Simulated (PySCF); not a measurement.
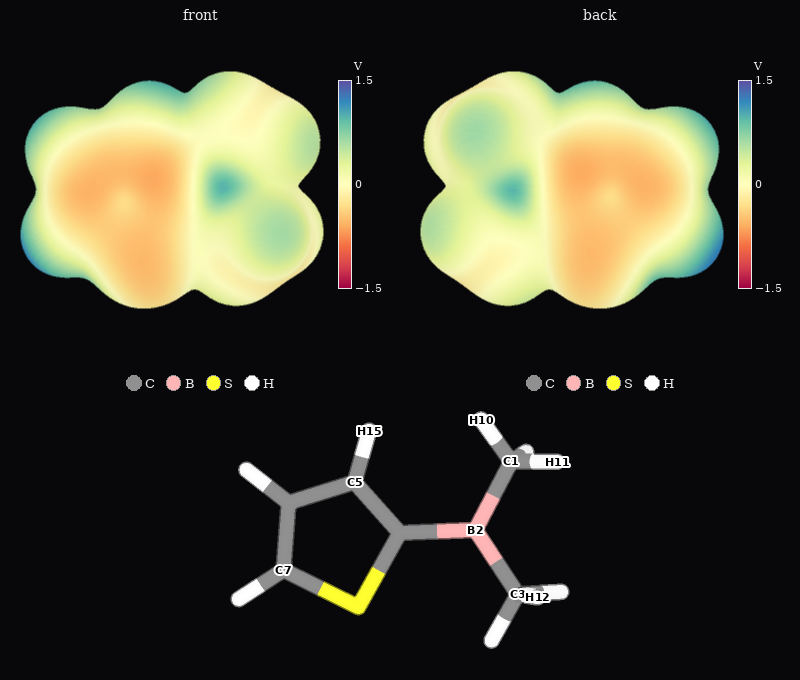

*C6H9BS. The molecular electrostatic potential painted on the density surface at 0.002 e/bohr³, seen from the front and from behind; red is negative and blue positive. The bare structure is drawn below in the same view.*

Geometry: PBE0-D3(BJ)/ma-def2-SVP.

Computed with PySCF 2.14.0, density-fitted response routines, DFT single point, gas phase, functional wB97X.

```csv
atom,x (Å),y (Å),z (Å)
C,-1.8953,-1.1338,0.1708
B,-1.0404,0.0943,-0.3214
C,-1.7579,1.2650,-1.0922
C,0.4855,0.1207,-0.0636
C,1.2736,-0.7693,0.6524
C,2.6483,-0.4382,0.6792
C,2.9132,0.7158,-0.0240
S,1.4962,1.3813,-0.7018
H,-1.9739,-1.8310,-0.6857
H,-1.4625,-1.7065,1.0041
H,-2.9296,-0.8551,0.4276
H,-2.3725,1.8240,-0.3618
H,-1.0956,1.9912,-1.5866
H,-2.4725,0.8767,-1.8374
H,0.8555,-1.6463,1.1503
H,3.4161,-1.0197,1.1922
H,3.8805,1.1973,-0.1704
```

> Where is the surface potential most negative and most positive?

The most negative region (about −0.6 V) lies over the π face of C4, C5, C6 and C7, the most positive (about +1.2 V) over H17.
